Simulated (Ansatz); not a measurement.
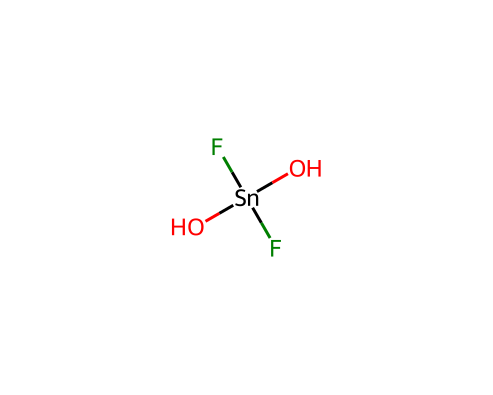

**Transcribe the drawing into SMILES.**

[OH][Sn]([OH])([F])[F]

**Give the formula, hydrogens included.**

F2H2O2Sn.

**An optimisation with PBE0-D4/def2-TZVP gave a structure of which point group?**

C2.

More results for the same structure follow; atom numbers are the same in all pictures, views and colours differ. Computed geometry: PBE0-D4/def2-TZVP optimisation.

Shape

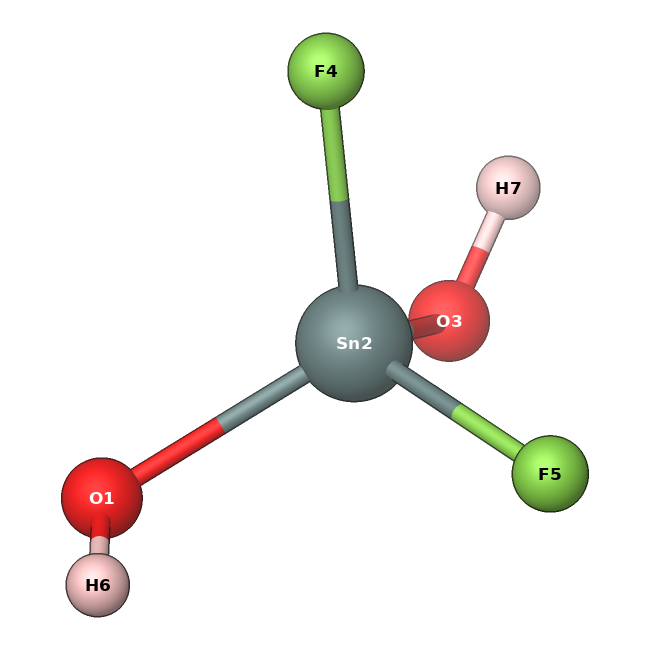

O3 lies behind Sn2. The molecule seen a little off the Sn2–O3 bond, Sn2 in front. Atoms fade into the background with distance from the viewer.

**What is the torsion angle F4–Sn2–O3–H7? The sign is positive where the front bond must turn clockwise to cover the back bond.**

18°, synperiplanar.

Vibrations

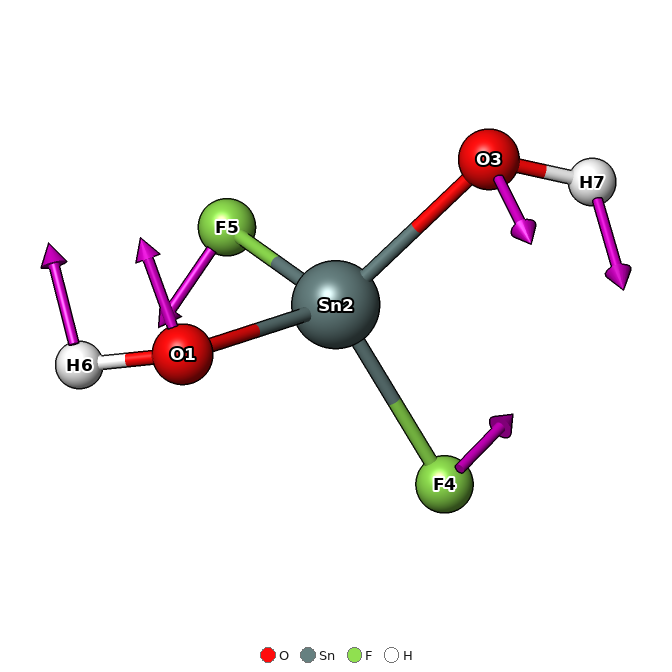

The arrows show one normal mode. Harmonic vibrations computed with RKS PBE0-D4/def2-TZVP, core potentials on Sn (Ansatz 0.2.0) at a stationary point of the same level.

**Describe the motion.**

Mostly F–Sn–O bending.

**At what wavenumber does it lie?**

139 cm⁻¹; it is mode 2 of 15 counted from the lowest.

Charges

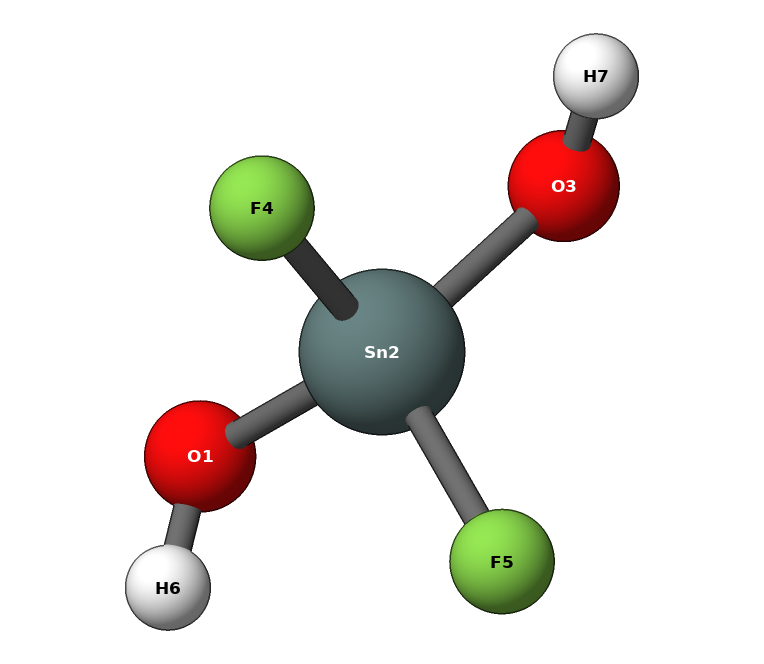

The questions are on Mulliken charges. Level of theory: RKS PBE0-D4/def2-TZVP, core potentials on Sn (Ansatz 0.2.0).

**Which atom carries the highest charge (most positive or least negative)?**

Sn2 (1.53 e).

**And the lowest?**

O1, O3 (−0.64 e).

List the Mulliken charges.

| atom | value (e) |
| --- | --- |
| O1 | −0.64 |
| Sn2 | 1.53 |
| O3 | −0.64 |
| F4 | −0.46 |
| F5 | −0.46 |
| H6 | 0.34 |
| H7 | 0.34 |

Dipole moment

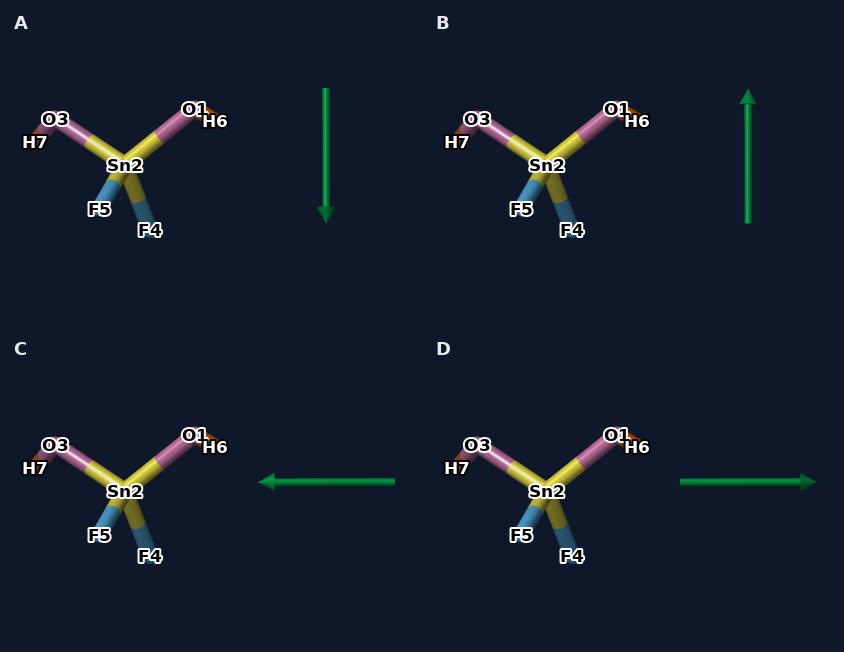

The same molecule four times, each with an arrow. Method: RKS ωB97M-V/def2-TZVPP, core potentials on Sn (Ansatz 0.2.0).

**Which arrow points along the dipole moment, from the negative to the positive end?**

B. The dipole moment is 0.48 D; it points from the side of F4, F5 to the side of O1, O3 (the outermost atoms at the two ends).

Mulliken values depend strongly on the basis set and can even reverse the polarity of a bond.
